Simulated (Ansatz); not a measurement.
## Computed scan of one atom of the cell: ScAl3 (Cu3Au type)

Starting cell, ScAl$_{3}$ (Cu3Au type):

```
ScAl3
1.0
    4.08581     0.00000     0.00000
    0.00000     4.08581     0.00000
    0.00000     0.00000     4.08581
Al Sc
3 1
Direct
  0.00000   0.50000   0.50000
  0.50000   0.50000   0.00000
  0.50000   0.00000   0.50000
  0.00000   0.00000   0.00000
```

In this cell atom 3 (Al, nearest neighbour Al at 2.889 Å; its periodic images, 4.1 Å or more away, move with it) is moved by s along Cartesian [110], unit vector (0.707, 0.707, 0.000); all other atoms and the cell stay fixed.

The numbers are results of r2SCAN (plane waves to 500 eV, PAW, scalar-relativistic; Ansatz, a program for electronic structure), not measurements. k mesh 9×9×9 (Γ-centred), Fermi-Dirac smearing 0.05 eV. Energies are smeared free energies. With partly filled bands, energies and forces of such displacements shift with the k mesh and the smearing. F∥ is the force on the atom along that direction. ScAl3 is run without spin polarisation. ScAl3 was relaxed with its symmetry unable to fall. The zero of ΔE is the undisplaced structure.

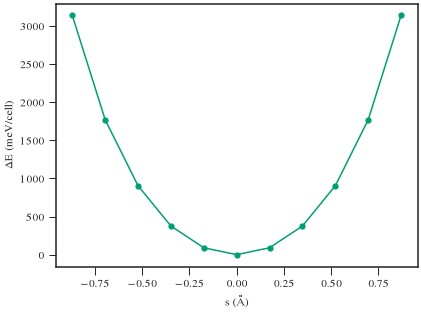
Figure. ΔE (meV/cell) against s (Å); one marker a computed point.

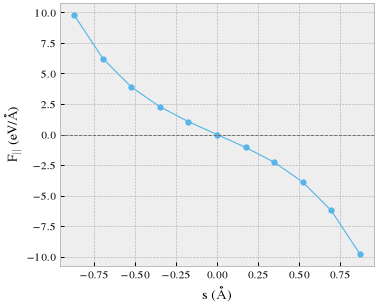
Figure: F∥ (eV/Å) against s (Å); markers are the computed points, lines only join them.

The energy at s = 0.870 Å is 3136 meV/cell, the force constant k = d²E/ds² at s = 0 (finite differences) is 5.88 eV/Å² and the force along the line at s = -0.870 Å is 9.76 eV/Å. Shape of the curve: a single well with its minimum at or next to zero displacement. Symmetry of the curve: even: the same for both signs.

The forces along the line at the two nearest points give (1.051 − (-1.051)) / (2·0.174) = 6.04 eV/Å²; the next pair corrects for the finite step.

(A displaced cell: forces are minus the slopes of the energy, force constants its curvatures, and phonons follow from these.)
